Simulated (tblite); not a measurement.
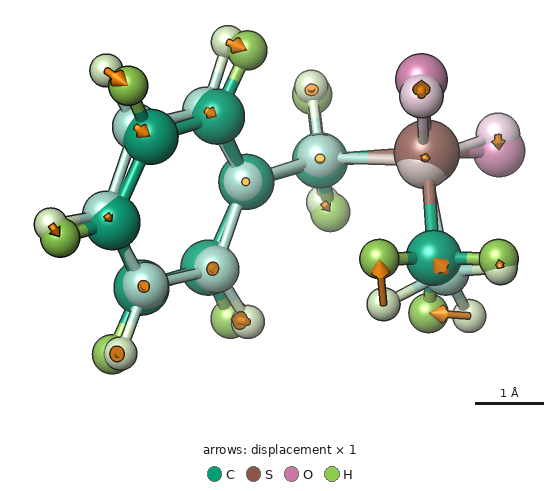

This is a relaxation of C8H10O2S. The starting structure is drawn faded, the final one solid; orange arrows show the displacements, at their true length. The two geometries are superimposed by the best rigid fit.

Style: ball-and-stick. Shown at a tilt.

All numbers below come from GFN2-xTB geometry optimisation, gas phase in tblite 0.8.0. 

Which element moves most?

Answer. Hydrogen: up to 0.86 Å, against 0.38 Å for oxygen.

Describe the change and its energy.

Answer. The energy falls by 0.571 eV in 103 geometry steps. An H atom moves most after the best rigid fit: 0.86 Å. By element the largest moves are H 0.86 Å, O 0.38 Å, C 0.38 Å, S 0.14 Å. Among the contacts that change: O–S 1.517 → 1.436 Å, C–S 1.764 → 1.835 Å, O–S 1.493 → 1.438 Å, C–H 1.132 → 1.082 Å. Among the angles between lasting bonds that change: O–S–O 110.5° → 117.7°, C–S–C 110.1° → 104.5°, H–C–H 107.5° → 111.9°. Groups turn about C–S by about 20°.
